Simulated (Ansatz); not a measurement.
**AlH (triplet): B2PLYP, RPA-PBE over vertical spin and charge gaps, cc-pVQZ**

How well do these functionals follow the top wave-function level for AlH (triplet) over vertical spin and charge gaps?

Computed with Ansatz 0.2.0, Gaussian basis. Level: cc-pVQZ, all electrons in the functionals, frozen cores in the correlation of double hybrids and RPA.

The runs, in order: B2PLYP, RPA-PBE, at charge 0, triplet; charge 0, singlet; charge 0, quintet; charge 1, doublet; charge 1, quartet.

15 further runs of the same task are left out: 4 for a known fault of the program, 4 that didn't finish, 7 set aside as unsound or not needed.

## (1) What is computed

The geometry is a PBE0/def2-TZVP stationary point (not a proven minimum).

2 atoms, charge 0, spin multiplicity 3.

Atoms are counted from 1 here; the program's logs count them from 0.

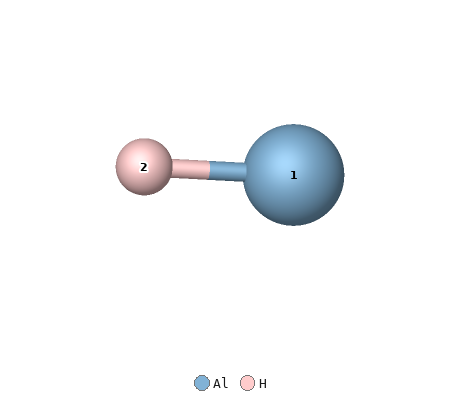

The structure; aluminium light blue, hydrogen pink; atoms are numbered from 1 in the order of the file.

No dispersion term is added.

The geometry shown and the zero of energy belong to the point charge 0, triplet. The yardstick, FCI, and other wave-function levels (R restricted, U unrestricted, valence and pair active spaces) come from earlier runs.

## (2) B2PLYP, charge 0, triplet

in.yaml

```yaml
crystal:
  periodic: [false, false, false]
  atoms:
    - {symbol: Al, position_ang: [0.000000, 0.000000, 0.000000]}
    - {symbol: H, position_ang: [0.000000, 0.000000, 1.604550]}
basis:
  gaussian: {orbitals: cc-pVQZ}
magnetization: {spin_polarized: true, initial_magnetization: 2}
hamiltonian: {xc: {name: B2PLYP}}
correlation: {electrons: outside_noble_gas}
```

The run is started by

```bash
$ ansatz run in.yaml --threads 1 --pin off --events-out ev --progress --plain --max-ram 2393MiB
```

The log of the run:

```text
Functional definition: B2PLYP
  name "B2PLYP"
  cite "Grimme, J. Chem. Phys. 124, 034108 (2006) doi:10.1063/1.2148954"
  cite "Becke, Phys. Rev. A 38, 3098 (1988) doi:10.1103/PhysRevA.38.3098"
  cite "Lee, Yang & Parr, Phys. Rev. B 37, 785 (1988) doi:10.1103/PhysRevB.37.785"
  parameter a = 0.53
  parameter c = 0.27
  exchange = (1 - a)*b88_x + a*exact_x
  correlation = (1 - c)*lyp_c + c*(mp2_os + mp2_ss)
524 factors; integrals over basis functions are off by at most 1.2e-3 eV
mean field evaluation 1: about -6606.0642 eV, gradient 5.5e0 eV
mean field evaluation 2: about -6606.0644 eV, gradient 5.5e0 eV
mean field evaluation 4: about -6606.4689 eV, gradient 6.6e-1 eV
mean field evaluation 8: about -6606.4843 eV, gradient 3.7e-2 eV
mean field evaluation 16: about -6606.4843 eV, gradient 5.3e-6 eV
mean field -6606.48434693 eV, -242.7838217137 hartree, gradient 5.3e-6 eV, S^2 2.006812; 0 other end points of the search recorded, 0 dependent functions left out
5 core orbitals not correlated: weight in the atoms' cores, before any rotation towards them, 1.000 or more for the frozen orbitals, at most 0.000 for the correlated occupied ones
reference -6606.48446212 eV, -242.7838259468 hartree; 3, 1 occupied and 81, 83 virtual orbitals, 524 factors
second order -1.59776710 eV of doubles, -0.00000000 eV of singles
Total energy: -6606.91585924 eV, -242.7996794985 hartree
```

Wall time 3.3 s (1 thread of Intel Xeon at 2.50GHz, shared host).

From the report: ⟨S²⟩ of the determinant 2.007 (pure triplet: 2.00).

## (3) B2PLYP, charge 0, singlet

Edit in.yaml of step 2 so:

```diff
@@ -7,3 +7,3 @@
   gaussian: {orbitals: cc-pVQZ}
-magnetization: {spin_polarized: true, initial_magnetization: 2}
+magnetization: {spin_polarized: true, initial_magnetization: 0}
 hamiltonian: {xc: {name: B2PLYP}}
```

The command is unchanged.

The log of the run:

```text
Functional definition: B2PLYP
  name "B2PLYP"
  cite "Grimme, J. Chem. Phys. 124, 034108 (2006) doi:10.1063/1.2148954"
  cite "Becke, Phys. Rev. A 38, 3098 (1988) doi:10.1103/PhysRevA.38.3098"
  cite "Lee, Yang & Parr, Phys. Rev. B 37, 785 (1988) doi:10.1103/PhysRevB.37.785"
  parameter a = 0.53
  parameter c = 0.27
  exchange = (1 - a)*b88_x + a*exact_x
  correlation = (1 - c)*lyp_c + c*(mp2_os + mp2_ss)
524 factors; integrals over basis functions are off by at most 1.2e-3 eV
mean field evaluation 1: about -6607.8094 eV, gradient 6.0e0 eV
mean field evaluation 2: about -6607.8096 eV, gradient 6.0e0 eV
mean field evaluation 4: about -6608.1652 eV, gradient 2.0e-1 eV
mean field evaluation 8: about -6608.1657 eV, gradient 5.8e-3 eV
mean field evaluation 16: about -6608.0224 eV, gradient 1.0e0 eV
mean field evaluation 32: about -6608.1640 eV, gradient 1.1e-1 eV
mean field -6608.16573123 eV, -242.8456114469 hartree, gradient 9.0e-6 eV, S^2 0.000000; 4 other end points of the search recorded, 0 dependent functions left out
5 core orbitals not correlated: weight in the atoms' cores, before any rotation towards them, 1.000 or more for the frozen orbitals, at most 0.000 for the correlated occupied ones
reference -6608.16584837 eV, -242.8456157518 hartree; 2, 2 occupied and 82, 82 virtual orbitals, 524 factors
second order -2.27374314 eV of doubles, -0.00000000 eV of singles
Total energy: -6608.77975902 eV, -242.8681765520 hartree
```

Run time: 8 s. Hardware: 1 thread of Intel Xeon at 2.50GHz, shared host.

From the report: ⟨S²⟩ of the determinant 0.000 (pure singlet: 0.00).

From charge 0, triplet: -43.0 kcal/mol.

## (4) B2PLYP, charge 0, quintet

Edit in.yaml of step 3 so:

```diff
@@ -7,3 +7,3 @@
   gaussian: {orbitals: cc-pVQZ}
-magnetization: {spin_polarized: true, initial_magnetization: 0}
+magnetization: {spin_polarized: true, initial_magnetization: 4}
 hamiltonian: {xc: {name: B2PLYP}}
```

Launched as before.

The log of the run:

```text
Functional definition: B2PLYP
  name "B2PLYP"
  cite "Grimme, J. Chem. Phys. 124, 034108 (2006) doi:10.1063/1.2148954"
  cite "Becke, Phys. Rev. A 38, 3098 (1988) doi:10.1103/PhysRevA.38.3098"
  cite "Lee, Yang & Parr, Phys. Rev. B 37, 785 (1988) doi:10.1103/PhysRevB.37.785"
  parameter a = 0.53
  parameter c = 0.27
  exchange = (1 - a)*b88_x + a*exact_x
  correlation = (1 - c)*lyp_c + c*(mp2_os + mp2_ss)
524 factors; integrals over basis functions are off by at most 1.2e-3 eV
mean field evaluation 1: about -6600.8473 eV, gradient 3.7e0 eV
mean field evaluation 2: about -6600.8523 eV, gradient 3.7e0 eV
mean field evaluation 4: about -6601.0555 eV, gradient 2.2e-1 eV
mean field evaluation 8: about -6601.0561 eV, gradient 1.2e-2 eV
mean field -6601.05610104 eV, -242.5843373567 hartree, gradient 4.8e-6 eV, S^2 6.000014; 0 other end points of the search recorded, 0 dependent functions left out
5 core orbitals not correlated: weight in the atoms' cores, before any rotation towards them, 1.000 or more for the frozen orbitals, at most 0.000 for the correlated occupied ones
reference -6601.05624214 eV, -242.5843425419 hartree; 4, 0 occupied and 80, 84 virtual orbitals, 524 factors
second order -0.56198085 eV of doubles, -0.00000000 eV of singles
Total energy: -6601.20797697 eV, -242.5899186941 hartree
```

Run time: 3.3 s. Hardware: 1 thread of Intel Xeon at 2.50GHz, shared host.

From the report: ⟨S²⟩ of the determinant 6.000 (pure quintet: 6.00).

From charge 0, triplet: +131.6 kcal/mol.

## (5) B2PLYP, charge 1, doublet

Edit in.yaml of step 4 so:

```diff
@@ -7,3 +7,4 @@
   gaussian: {orbitals: cc-pVQZ}
-magnetization: {spin_polarized: true, initial_magnetization: 4}
+total_charge: 1
+magnetization: {spin_polarized: true, initial_magnetization: 1}
 hamiltonian: {xc: {name: B2PLYP}}
```

Same command.

The log of the run:

```text
Functional definition: B2PLYP
  name "B2PLYP"
  cite "Grimme, J. Chem. Phys. 124, 034108 (2006) doi:10.1063/1.2148954"
  cite "Becke, Phys. Rev. A 38, 3098 (1988) doi:10.1103/PhysRevA.38.3098"
  cite "Lee, Yang & Parr, Phys. Rev. B 37, 785 (1988) doi:10.1103/PhysRevB.37.785"
  parameter a = 0.53
  parameter c = 0.27
  exchange = (1 - a)*b88_x + a*exact_x
  correlation = (1 - c)*lyp_c + c*(mp2_os + mp2_ss)
524 factors; integrals over basis functions are off by at most 1.2e-3 eV
mean field evaluation 1: about -6599.5782 eV, gradient 8.3e0 eV
mean field evaluation 2: about -6599.5780 eV, gradient 8.3e0 eV
mean field evaluation 4: about -6600.3139 eV, gradient 5.8e-1 eV
mean field evaluation 8: about -6600.3208 eV, gradient 9.6e-3 eV
mean field evaluation 16: about -6600.3208 eV, gradient 1.1e-6 eV
mean field -6600.32078265 eV, -242.5573149042 hartree, gradient 1.1e-6 eV, S^2 0.765490; 0 other end points of the search recorded, 0 dependent functions left out
5 core orbitals not correlated: weight in the atoms' cores, before any rotation towards them, 1.000 or more for the frozen orbitals, at most 0.000 for the correlated occupied ones
reference -6600.32089902 eV, -242.5573191808 hartree; 2, 1 occupied and 82, 83 virtual orbitals, 524 factors
second order -1.25023139 eV of doubles, -0.00000000 eV of singles
Total energy: -6600.65846149 eV, -242.5697243729 hartree
```

It took 3.7 s on 1 thread of Intel Xeon at 2.50GHz, shared host.

From the report: ⟨S²⟩ of the determinant 0.765 (pure doublet: 0.75).

From charge 0, triplet: +144.3 kcal/mol.

## (6) B2PLYP, charge 1, quartet

Edit in.yaml of step 5 so:

```diff
@@ -8,3 +8,3 @@
 total_charge: 1
-magnetization: {spin_polarized: true, initial_magnetization: 1}
+magnetization: {spin_polarized: true, initial_magnetization: 3}
 hamiltonian: {xc: {name: B2PLYP}}
```

Same command.

The log of the run:

```text
Functional definition: B2PLYP
  name "B2PLYP"
  cite "Grimme, J. Chem. Phys. 124, 034108 (2006) doi:10.1063/1.2148954"
  cite "Becke, Phys. Rev. A 38, 3098 (1988) doi:10.1103/PhysRevA.38.3098"
  cite "Lee, Yang & Parr, Phys. Rev. B 37, 785 (1988) doi:10.1103/PhysRevB.37.785"
  parameter a = 0.53
  parameter c = 0.27
  exchange = (1 - a)*b88_x + a*exact_x
  correlation = (1 - c)*lyp_c + c*(mp2_os + mp2_ss)
524 factors; integrals over basis functions are off by at most 1.2e-3 eV
mean field evaluation 1: about -6594.1482 eV, gradient 3.2e0 eV
mean field evaluation 2: about -6594.1484 eV, gradient 3.1e0 eV
mean field evaluation 4: about -6594.2869 eV, gradient 1.2e-1 eV
mean field evaluation 8: about -6594.2871 eV, gradient 9.7e-3 eV
mean field evaluation 16: about -6594.2871 eV, gradient 1.6e-6 eV
mean field -6594.28710629 eV, -242.3355813879 hartree, gradient 1.6e-6 eV, S^2 3.750016; 0 other end points of the search recorded, 0 dependent functions left out
5 core orbitals not correlated: weight in the atoms' cores, before any rotation towards them, 1.000 or more for the frozen orbitals, at most 0.000 for the correlated occupied ones
reference -6594.28725069 eV, -242.3355866946 hartree; 3, 0 occupied and 81, 84 virtual orbitals, 524 factors
second order -0.23668390 eV of doubles, -0.00000000 eV of singles
Total energy: -6594.35115535 eV, -242.3379351472 hartree
```

Wall time 3.4 s (1 thread of Intel Xeon at 2.50GHz, shared host).

From the report: ⟨S²⟩ of the determinant 3.750 (pure quartet: 3.75).

From charge 0, triplet: +289.7 kcal/mol.

## (7) RPA-PBE, charge 0, triplet

in.yaml

```yaml
crystal:
  periodic: [false, false, false]
  atoms:
    - {symbol: Al, position_ang: [0.000000, 0.000000, 0.000000]}
    - {symbol: H, position_ang: [0.000000, 0.000000, 1.604550]}
basis:
  gaussian: {orbitals: cc-pVQZ}
magnetization: {spin_polarized: true, initial_magnetization: 2}
hamiltonian: {xc: {name: PBE}}
correlation: {method: rpa, electrons: outside_noble_gas}
```

Launched as before.

The log of the run:

```text
Functional definition: PBE
  name "PBE"
  cite "Perdew, Burke & Ernzerhof, Phys. Rev. Lett. 77, 3865 (1996) doi:10.1103/PhysRevLett.77.3865"
  parent pbe
  parameter kappa = 0.804
  parameter beta = 0.06672455060314922
  exchange = pbe_x(kappa = kappa, mu = beta*pi^2/3)
  correlation = pbe_c(beta = beta)
524 factors; integrals over basis functions are off by at most 1.2e-3 eV
mean field evaluation 1: about -6605.5204 eV, gradient 9.4e0 eV
mean field evaluation 2: about -6605.5177 eV, gradient 9.4e0 eV
mean field evaluation 4: about -6606.3941 eV, gradient 1.4e0 eV
mean field evaluation 8: about -6606.4179 eV, gradient 1.3e-2 eV
mean field evaluation 16: about -6606.4179 eV, gradient 1.0e-6 eV
mean field evaluation 32: about -6606.4179 eV, gradient 1.0e-6 eV
mean field -6606.41792744 eV, -242.7813808426 hartree, gradient 1.0e-6 eV, S^2 2.002271; 2 other end points of the search recorded, 0 dependent functions left out
5 core orbitals not correlated: weight in the atoms' cores, before any rotation towards them, 1.000 or more for the frozen orbitals, at most 0.000 for the correlated occupied ones
reference -6596.24264910 eV, -242.4074462607 hartree; 3, 1 occupied and 81, 83 virtual orbitals, 524 factors
Total energy: -6600.04329981 eV, -242.5471175980 hartree
```

Wall time 4 s (1 thread of Intel Xeon at 2.50GHz, shared host).

From the report: ⟨S²⟩ of the determinant 2.002 (pure triplet: 2.00).

## (8) RPA-PBE, charge 0, singlet

Edit in.yaml of step 7 so:

```diff
@@ -7,3 +7,3 @@
   gaussian: {orbitals: cc-pVQZ}
-magnetization: {spin_polarized: true, initial_magnetization: 2}
+magnetization: {spin_polarized: true, initial_magnetization: 0}
 hamiltonian: {xc: {name: PBE}}
```

Launched as before.

The log of the run:

```text
Functional definition: PBE
  name "PBE"
  cite "Perdew, Burke & Ernzerhof, Phys. Rev. Lett. 77, 3865 (1996) doi:10.1103/PhysRevLett.77.3865"
  parent pbe
  parameter kappa = 0.804
  parameter beta = 0.06672455060314922
  exchange = pbe_x(kappa = kappa, mu = beta*pi^2/3)
  correlation = pbe_c(beta = beta)
524 factors; integrals over basis functions are off by at most 1.2e-3 eV
mean field evaluation 1: about -6607.2753 eV, gradient 9.5e0 eV
mean field evaluation 2: about -6607.2750 eV, gradient 9.5e0 eV
mean field evaluation 4: about -6608.0638 eV, gradient 9.8e-1 eV
mean field evaluation 8: about -6608.0758 eV, gradient 2.5e-3 eV
mean field evaluation 16: about -6607.1935 eV, gradient 3.9e0 eV
mean field -6608.07578403 eV, -242.8423059483 hartree, gradient 1.5e-7 eV, S^2 0.000000; 2 other end points of the search recorded, 0 dependent functions left out
5 core orbitals not correlated: weight in the atoms' cores, before any rotation towards them, 1.000 or more for the frozen orbitals, at most 0.000 for the correlated occupied ones
reference -6597.49045976 eV, -242.4533024567 hartree; 2, 2 occupied and 82, 82 virtual orbitals, 524 factors
Total energy: -6601.85884501 eV, -242.6138376534 hartree
```

Run time: 4.7 s. Hardware: 1 thread of Intel Xeon at 2.50GHz, shared host.

From the report: ⟨S²⟩ of the determinant 0.000 (pure singlet: 0.00).

From charge 0, triplet: -41.9 kcal/mol.

## (9) RPA-PBE, charge 0, quintet

Edit in.yaml of step 8 so:

```diff
@@ -7,3 +7,3 @@
   gaussian: {orbitals: cc-pVQZ}
-magnetization: {spin_polarized: true, initial_magnetization: 0}
+magnetization: {spin_polarized: true, initial_magnetization: 4}
 hamiltonian: {xc: {name: PBE}}
```

Launched as before.

The log of the run:

```text
Functional definition: PBE
  name "PBE"
  cite "Perdew, Burke & Ernzerhof, Phys. Rev. Lett. 77, 3865 (1996) doi:10.1103/PhysRevLett.77.3865"
  parent pbe
  parameter kappa = 0.804
  parameter beta = 0.06672455060314922
  exchange = pbe_x(kappa = kappa, mu = beta*pi^2/3)
  correlation = pbe_c(beta = beta)
524 factors; integrals over basis functions are off by at most 1.2e-3 eV
mean field evaluation 1: about -6600.8626 eV, gradient 2.0e0 eV
mean field evaluation 2: about -6600.8616 eV, gradient 2.0e0 eV
mean field evaluation 4: about -6600.9004 eV, gradient 2.9e-1 eV
mean field evaluation 8: about -6600.9010 eV, gradient 5.0e-4 eV
mean field -6600.90102387 eV, -242.5786383756 hartree, gradient 2.4e-6 eV, S^2 6.000012; 0 other end points of the search recorded, 0 dependent functions left out
5 core orbitals not correlated: weight in the atoms' cores, before any rotation towards them, 1.000 or more for the frozen orbitals, at most 0.000 for the correlated occupied ones
reference -6592.01191233 eV, -242.2519695519 hartree; 4, 0 occupied and 80, 84 virtual orbitals, 524 factors
Total energy: -6594.58882225 eV, -242.3466692447 hartree
```

It took 3.3 s on 1 thread of Intel Xeon at 2.50GHz, shared host.

From the report: ⟨S²⟩ of the determinant 6.000 (pure quintet: 6.00).

From charge 0, triplet: +125.8 kcal/mol.

## (10) RPA-PBE, charge 1, doublet

Edit in.yaml of step 9 so:

```diff
@@ -7,3 +7,4 @@
   gaussian: {orbitals: cc-pVQZ}
-magnetization: {spin_polarized: true, initial_magnetization: 4}
+total_charge: 1
+magnetization: {spin_polarized: true, initial_magnetization: 1}
 hamiltonian: {xc: {name: PBE}}
```

Same command.

The log of the run:

```text
Functional definition: PBE
  name "PBE"
  cite "Perdew, Burke & Ernzerhof, Phys. Rev. Lett. 77, 3865 (1996) doi:10.1103/PhysRevLett.77.3865"
  parent pbe
  parameter kappa = 0.804
  parameter beta = 0.06672455060314922
  exchange = pbe_x(kappa = kappa, mu = beta*pi^2/3)
  correlation = pbe_c(beta = beta)
524 factors; integrals over basis functions are off by at most 1.2e-3 eV
mean field evaluation 1: about -6598.2613 eV, gradient 1.3e1 eV
mean field evaluation 2: about -6598.2606 eV, gradient 1.3e1 eV
mean field evaluation 4: about -6599.9604 eV, gradient 1.3e0 eV
mean field evaluation 8: about -6599.9765 eV, gradient 6.8e-3 eV
mean field evaluation 16: about -6595.0930 eV, gradient 4.1e0 eV
mean field -6599.97651457 eV, -242.5446632858 hartree, gradient 4.6e-6 eV, S^2 0.755228; 0 other end points of the search recorded, 0 dependent functions left out
5 core orbitals not correlated: weight in the atoms' cores, before any rotation towards them, 1.000 or more for the frozen orbitals, at most 0.000 for the correlated occupied ones
reference -6590.23015200 eV, -242.1864910677 hartree; 2, 1 occupied and 82, 83 virtual orbitals, 524 factors
Total energy: -6593.26648620 eV, -242.2980742913 hartree
```

It took 3.1 s on 1 thread of Intel Xeon at 2.50GHz, shared host.

From the report: ⟨S²⟩ of the determinant 0.755 (pure doublet: 0.75).

From charge 0, triplet: +156.3 kcal/mol.

## (11) RPA-PBE, charge 1, quartet

Edit in.yaml of step 10 so:

```diff
@@ -8,3 +8,3 @@
 total_charge: 1
-magnetization: {spin_polarized: true, initial_magnetization: 1}
+magnetization: {spin_polarized: true, initial_magnetization: 3}
 hamiltonian: {xc: {name: PBE}}
```

Launched as before.

The log of the run:

```text
Functional definition: PBE
  name "PBE"
  cite "Perdew, Burke & Ernzerhof, Phys. Rev. Lett. 77, 3865 (1996) doi:10.1103/PhysRevLett.77.3865"
  parent pbe
  parameter kappa = 0.804
  parameter beta = 0.06672455060314922
  exchange = pbe_x(kappa = kappa, mu = beta*pi^2/3)
  correlation = pbe_c(beta = beta)
524 factors; integrals over basis functions are off by at most 1.2e-3 eV
mean field evaluation 1: about -6593.7288 eV, gradient 2.7e0 eV
mean field evaluation 2: about -6593.7262 eV, gradient 2.7e0 eV
mean field evaluation 4: about -6593.8165 eV, gradient 1.1e-1 eV
mean field evaluation 8: about -6593.8165 eV, gradient 5.4e-3 eV
mean field evaluation 16: about -6593.8282 eV, gradient 1.9e-2 eV
mean field -6593.81653060 eV, -242.3182880503 hartree, gradient 1.4e-6 eV, S^2 3.750018; 2 other end points of the search recorded, 0 dependent functions left out
5 core orbitals not correlated: weight in the atoms' cores, before any rotation towards them, 1.000 or more for the frozen orbitals, at most 0.000 for the correlated occupied ones
reference -6585.25497234 eV, -242.0036565874 hartree; 3, 0 occupied and 81, 84 virtual orbitals, 524 factors
Total energy: -6587.28589473 eV, -242.0782916086 hartree
```

It took 3.9 s on 1 thread of Intel Xeon at 2.50GHz, shared host.

From the report: ⟨S²⟩ of the determinant 3.750 (pure quartet: 3.75).

From charge 0, triplet: +294.2 kcal/mol.

## (12) The comparison

The yardstick is full CI for this spin, exact in this basis with these frozen cores. It comes from earlier runs at the same points. Energies in kcal/mol, counted from charge 0, triplet; blanks weren't run or aren't comparable.

```
  level  triplet to singlet  triplet to quintet  ionisation to the doublet cation  ionisation to the quartet cation
    FCI               -42.9                                                 147.7                             287.8
 B2PLYP               -43.0               131.6                             144.3                             289.7
RPA-PBE               -41.9               125.8                             156.3                             294.2
```

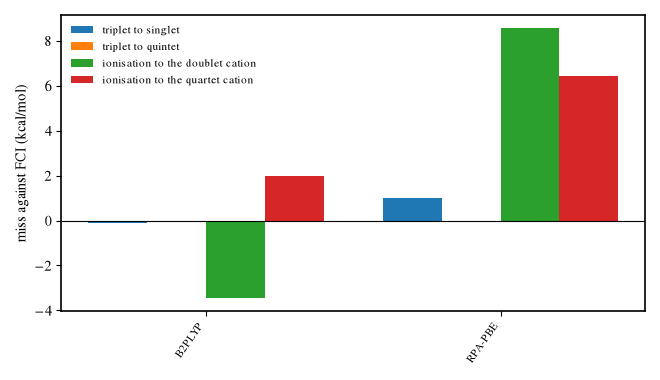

Misses of the gaps against FCI.

Largest miss and mean time a point (FCI took 47 s a point; shared hosts):

```
  level  largest miss (kcal/mol)                             where  time a point
 B2PLYP                     -3.4  ionisation to the doublet cation         4.3 s
RPA-PBE                     +8.5  ionisation to the doublet cation         3.8 s
```

## (13) Outcome

```
                             quantity                                             value
              triplet to singlet, FCI                                    -42.9 kcal/mol
ionisation to the doublet cation, FCI                                    147.7 kcal/mol
ionisation to the quartet cation, FCI                                    287.8 kcal/mol
                 largest miss, B2PLYP  -3.4 kcal/mol (ionisation to the doublet cation)
                largest miss, RPA-PBE  +8.5 kcal/mol (ionisation to the doublet cation)
```

In words: Misses are known at 3 of 4 points at best, and only functionals with that many are ranked. Of the functionals, B2PLYP keep the smallest largest miss at the points compared (at most 3.4 kcal/mol) and RPA-PBE strays most (8.5 kcal/mol, at ionisation to the doublet cation). Functionals and the yardstick converge differently with the basis, so part of each miss in cc-pVQZ is the basis.
